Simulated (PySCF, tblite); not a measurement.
# C6H9BCl2O: geometry, infrared bands and NMR shifts

Wanted: the infrared bands and NMR shifts of C6H9BCl2O (`O=C1CC[C@H](CB(Cl)Cl)C1`), by calculation.

Computed with tblite 0.8.0 and PySCF 2.14.0, with density-fitted response routines of our own, on a single molecule in the gas phase. Atoms count from 0, in the outputs and in this text.

## 1. Starting geometry

19 atoms, charge 0, multiplicity 1; geometry from: force field or distance geometry start.

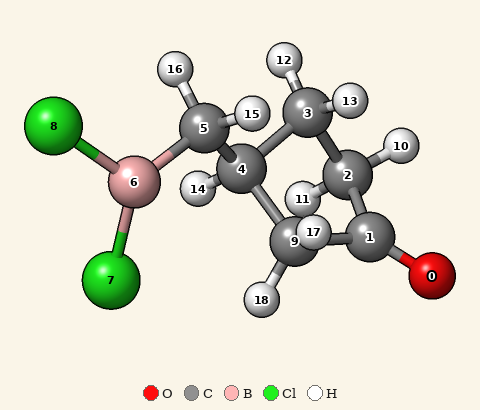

As it starts; oxygen red, carbon grey, boron pink, chlorine green, hydrogen white, atoms numbered; sticks join atoms by distance.

## 2. Geometry optimisation with GFN2-xTB

Job settings and geometry (Å):

```
{"job": {"kind": "relax", "xc": "GFN2-xTB", "basis": "xTB"}, "charge": 0, "multiplicity": 1}
O     -2.726100    -1.569600    -0.791700
C     -1.863800    -0.923100    -0.240200
C     -2.009200     0.218300     0.732800
C     -0.906200     1.119800     0.160800
C      0.253900     0.133600     0.331100
C      1.424100     0.648500    -0.447400
B      2.694800    -0.315400    -0.340100
Cl     2.505800    -1.819200     0.725100
Cl     4.348100     0.487400    -0.522000
C     -0.374400    -1.101600    -0.329700
H     -2.965200     0.751200     0.617900
H     -1.761900    -0.086700     1.764000
H     -0.797300     2.040400     0.732600
H     -1.084700     1.214100    -0.909800
H      0.463200    -0.098800     1.384000
H      1.133100     0.796400    -1.506700
H      1.763000     1.642200    -0.076000
H     -0.087700    -1.086900    -1.423000
H     -0.019400    -2.041300     0.130800
```

On the command line:

```sh
OMP_NUM_THREADS=1 python probes_run.py task.json out
```

The driver reads the jobs from task.json and runs them one after another.

**Question.** This job is followed by: GFN2-xTB harmonic vibrations, gas phase; GIAO PBE0/pcSseg-1 NMR shielding, non-relativistic, gas phase. Predict these results of the whole session: strongest single infrared mode (GFN2-xTB); zero-point energy (GFN2-xTB); ¹³C shifts against TMS (PBE0/pcSseg-1); ¹H shifts against TMS (PBE0/pcSseg-1); ¹⁷O shifts against H2O (PBE0/pcSseg-1); ¹¹B shifts against BF3·OEt2 (PBE0/pcSseg-1); ³⁵Cl shifts against HCl (PBE0/pcSseg-1, means over atoms taken as alike).

As calculated:

```
                                                                quantity                                                     value
                               strongest single infrared mode (GFN2-xTB)                                     1804 cm⁻¹, 417 km/mol
                                            zero-point energy (GFN2-xTB)                                             89.6 kcal/mol
                                  ¹³C shifts against TMS (PBE0/pcSseg-1)                   221.4, 47.7, 42.2, 41.5, 37.8, 35.0 ppm
                                   ¹H shifts against TMS (PBE0/pcSseg-1)  2.60, 2.42, 2.28, 2.24, 2.12, 1.77, 1.43, 1.32, 1.31 ppm
                                  ¹⁷O shifts against H2O (PBE0/pcSseg-1)                                                 668.3 ppm
                             ¹¹B shifts against BF3·OEt2 (PBE0/pcSseg-1)                                                  63.8 ppm
³⁵Cl shifts against HCl (PBE0/pcSseg-1, means over atoms taken as alike)                                                   284 ppm
```

What this shows: The optimisation took 116 steps and gained 1.077 eV; among the close pairs (by a distance rule), B6–Cl7 changed most, from 1.853 to 1.716 Å. No mode is imaginary among the 51: a minimum at this level. The strongest single mode, at 1804 cm⁻¹, moves mainly C1 and O0. GFN2-xTB is a fitted tight-binding method: band positions and strengths are rough. Its intensities can rank the bands wrongly. C1 (ketone carbonyl carbon) lies farthest downfield among carbon, at 221.4 ppm; the double bond to the heteroatom, with no lone-pair donor beside it, deshields it most. At PBE0/pcSseg-1: The largest span, 1295 ppm, is at O0, where the paramagnetic term is -726 ppm.
